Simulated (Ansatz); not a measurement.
Energy landscape of ZnCu2SnSe4

6 relaxations of ZnCu2SnSe4 ended in 6 distinct structures. All values below come from PBEsol (plane waves to 420 eV, PAW, scalar-relativistic; Ansatz, a program for electronic structure).

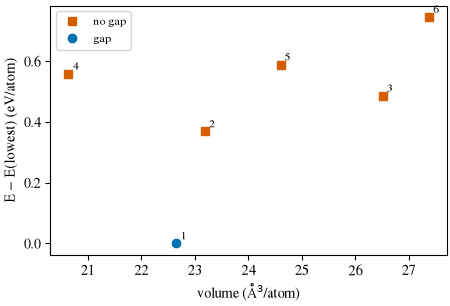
Energy against volume of the distinct structures, numbered as in the table

| # | space group | Pearson | type | E − E(lowest) (eV/atom) | V (Å³/atom) | gap (eV, no SOC) | runs ending here |
|---|---|---|---|---|---|---|---|
| 1 | I-4 | tI16 | – | 0.00 | 22.65 | 0.02 | 1 |
| 2 | Fmm2 | oF32 | – | 0.37 | 23.19 | 0.00 | 1 |
| 3 | P-4 | tP8 | – | 0.49 | 26.51 | 0.00 | 1 |
| 4 | R-3m | hR8 | – | 0.56 | 20.63 | 0.00 | 1 |
| 5 | R3m | hR8 | – | 0.59 | 24.60 | 0.00 | 1 |
| 6 | I4/mmm | tI16 | – | 0.75 | 27.37 | 0.00 | 1 |

I-4, tI16 is the lowest of the structures calculated here.

Space group I-4 (No. 82); a = b = 5.658 Å, c = 11.318 Å, α = β = γ = 90.00°

| atom | site | symmetry | x | y | z |
|---|---|---|---|---|---|
| Cu | 2a | -4.. | 0.0000 | 0.0000 | 0.0000 |
| Cu | 2c | -4.. | 0.0000 | 0.5000 | 0.2500 |
| Zn | 2d | -4.. | 0.5000 | 0.0000 | 0.2500 |
| Sn | 2b | -4.. | 0.0000 | 0.0000 | 0.5000 |
| Se | 8g | 1 | 0.2608 | 0.2708 | 0.3693 |
(The calculation used a cell of 8 atoms; values per cell refer to that cell.)

Each run could gain symmetry but not lose that of its start, so entries can be saddle points. From databases, or of a type measured for this composition: I-4, tI16; the others are generated cells (placed on structure types, drawn at random, substituted or restacked) that were not matched to a known phase here. Static energies at zero pressure. The runs use different k-meshes, so differences are rounded accordingly. No spin polarisation in the result.
